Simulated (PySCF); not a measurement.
**CH4AlClS (SMILES C[S][AlH][Cl]): CAM-B3LYP/6-31G(d) (spherical functions)**

What is the vertical ionisation energy of CH4AlClS at CAM-B3LYP/6-31G* (spherical functions)? The job is set up through a Python script.

The results are computed with PySCF 2.14.0.

### 1 The molecule

CH4AlClS has 8 atoms, charge 0, and is taken as a singlet. As SMILES, `C[S][AlH][Cl]`. Geometry: relaxed at PBE0-D4/def2-TZVP. This is one conformer, not always the lowest.

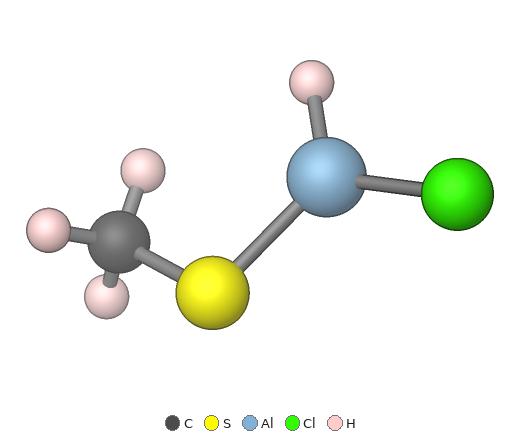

Viewed from a chosen angle; carbon dark grey, sulfur yellow, aluminium light blue, chlorine green, hydrogen pink.

### 2 A single-point energy at CAM-B3LYP/6-31G(d) (spherical functions)

File run.py:

```python
from pyscf import gto, dft

system = gto.M(
    atom=[
    ('C', (-1.003900, 0.824800, -0.567300)),
    ('S', (-0.818100, -0.960900, -0.245100)),
    ('Al', (1.154600, -0.986000, 0.629500)),
    ('Cl', (1.941400, -2.829900, 1.225800)),
    ('H', (-0.123700, 1.389800, -0.258700)),
    ('H', (-1.163400, 0.971100, -1.634500)),
    ('H', (-1.870600, 1.189500, -0.018200)),
    ('H', (1.975600, 0.344400, 0.812700)),
],
    basis='6-31g*',
    max_memory=1860,
    verbose=3,
)

mf = dft.RKS(system, xc='cam-b3lyp')
mf.conv_tol = 1e-10
mf.grids.level = 1
mf.kernel()
if not mf.converged:
    mf = mf.newton().run(mf.mo_coeff, mf.mo_occ)

e_final = mf.e_tot
print(f'total energy: {e_final:.8f} hartree')
```

Command:

```sh
OMP_NUM_THREADS=1 python run.py
```

Log:

```text
converged SCF energy = -1141.37650475805
total energy: -1141.37650476 hartree
```

It took 17 s on 1 thread of Arm Neoverse V1, shared host; peak memory 0.24 GiB.

### 3 The doublet cation

File input.py:

```python
from pyscf import gto, dft

mol = gto.Mole()
mol.atom = '''
C     -1.897096     1.558646    -1.072042
S     -1.545985    -1.815838    -0.463172
Al     2.181878    -1.863270     1.189583
Cl     3.668714    -5.347736     2.316426
H     -0.233759     2.626341    -0.488872
H     -2.198507     1.835113    -3.088757
H     -3.534922     2.247829    -0.034393
H      3.733343     0.650822     1.535780
'''
mol.spin = 1
mol.verbose = 3
mol.charge = 1
mol.basis = '6-31g*'
mol.max_memory = 1860
mol.unit = 'bohr'
mol.build()

mf = dft.UKS(mol)
mf.xc = 'cam-b3lyp'
mf.grids.level = 1
mf.conv_tol = 1e-10
mf.kernel()
if not mf.converged:
    mf = mf.newton().run(mf.mo_coeff, mf.mo_occ)

e_tot = mf.e_tot
print('E(%s) = %.9f' % ('CAM-B3LYP', e_tot))
```

Command:

```sh
OMP_NUM_THREADS=1 python input.py
```

Log:

```text
WARN: HOMO -0.306704494593222 >= LUMO -0.306704494593223

converged SCF energy = -1141.02439888077  <S^2> = 0.75362559  2S+1 = 2.0036223
E(CAM-B3LYP) = -1141.024398881
```

Wall time 23 s (1 thread of Arm Neoverse V1, shared host); peak memory 0.25 GiB.

### 4 Results

At CAM-B3LYP/6-31G* (spherical functions):

| quantity | value |
| --- | --- |
| singlet CH4AlClS: total energy | -1141.37650 Eh |
| singlet CH4AlClS: dipole moment | 2.88 D |
| singlet CH4AlClS: HOMO energy | -8.63 eV |
| singlet CH4AlClS: LUMO energy | -0.15 eV |
| singlet CH4AlClS: HOMO–LUMO gap | 8.48 eV |
| doublet cation: total energy | -1141.02440 Eh |
| doublet cation: HOMO energy (highest over α and β) | -14.89 eV |
| doublet cation: LUMO energy (lowest over α and β) | -10.55 eV |
| doublet cation: ⟨S²⟩ | 0.754 |
| vertical ionisation energy (to the doublet cation) | 9.581 eV |

What this shows: The vertical ionisation energy comes to 9.58 eV (221 kcal/mol). −ε(HOMO) before ionisation, 8.63 eV, is 0.95 eV below this ionisation energy. Mulliken charges (singlet CH4AlClS) run from -0.61 on C1 to +0.43 on Al3.
